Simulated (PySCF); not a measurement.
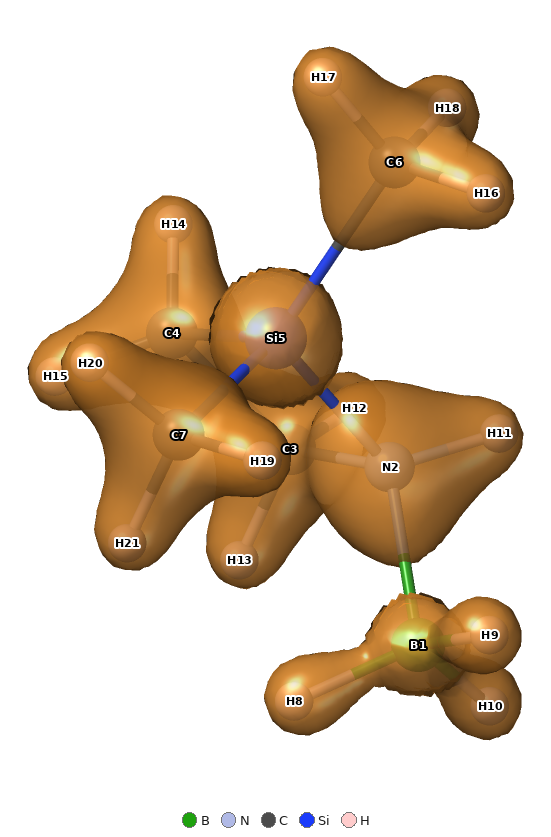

Figure. C$_{4}$H$_{14}$BNSi. Isosurface of the electron density at 1 e/Å³ (orange), seen at an oblique angle.

Geometry: GFN2-xTB.

These are results of PBE0/pcSseg-1, SCF density, gas phase, non-relativistic (PySCF), not measurements.

```yaml
atoms:
  - { symbol: B, position_ang: [-1.5090, -1.0941, -1.2738] }
  - { symbol: N, position_ang: [-0.9363, 0.2178, -0.4732] }
  - { symbol: C, position_ang: [-1.5841, 0.4980, 0.8262] }
  - { symbol: C, position_ang: [-0.3504, 0.5868, 1.7355] }
  - { symbol: Si, position_ang: [0.7429, 0.1847, 0.2127] }
  - { symbol: C, position_ang: [1.7706, 1.6083, -0.5174] }
  - { symbol: C, position_ang: [1.5911, -1.5014, 0.1136] }
  - { symbol: H, position_ang: [-1.4310, -2.0198, -0.5224] }
  - { symbol: H, position_ang: [-0.8005, -1.2175, -2.2301] }
  - { symbol: H, position_ang: [-2.6400, -0.8394, -1.5676] }
  - { symbol: H, position_ang: [-1.1208, 0.9433, -1.1528] }
  - { symbol: H, position_ang: [-2.1743, 1.4143, 0.8016] }
  - { symbol: H, position_ang: [-2.2378, -0.3334, 1.0834] }
  - { symbol: H, position_ang: [-0.2204, 1.5688, 2.1837] }
  - { symbol: H, position_ang: [-0.3567, -0.1432, 2.5389] }
  - { symbol: H, position_ang: [1.9762, 1.4364, -1.5700] }
  - { symbol: H, position_ang: [2.7249, 1.6873, -0.0081] }
  - { symbol: H, position_ang: [1.2697, 2.5684, -0.4281] }
  - { symbol: H, position_ang: [1.9011, -1.7050, -0.9068] }
  - { symbol: H, position_ang: [2.4699, -1.5520, 0.7495] }
  - { symbol: H, position_ang: [0.9061, -2.2913, 0.4048] }
```

Question: How is the density connected at this value?

Answer: At this value the surface falls into five separate pieces. It bridges the sampled C–N (1.48 Å) and C–C (1.54 Å) contacts, where the density stays above the isovalue. It is pinched off along the sampled B–N (1.64 Å) and Si–N (1.81 Å) contacts. On the grid the lowest density along these lines, outside the cores, is 1.7 e/Å³ (C–N, 1.48 Å), 1.6 e/Å³ (C–C, 1.54 Å), 0.76 e/Å³ (B–N, 1.64 Å) and 0.76 e/Å³ (Si–N, 1.81 Å).
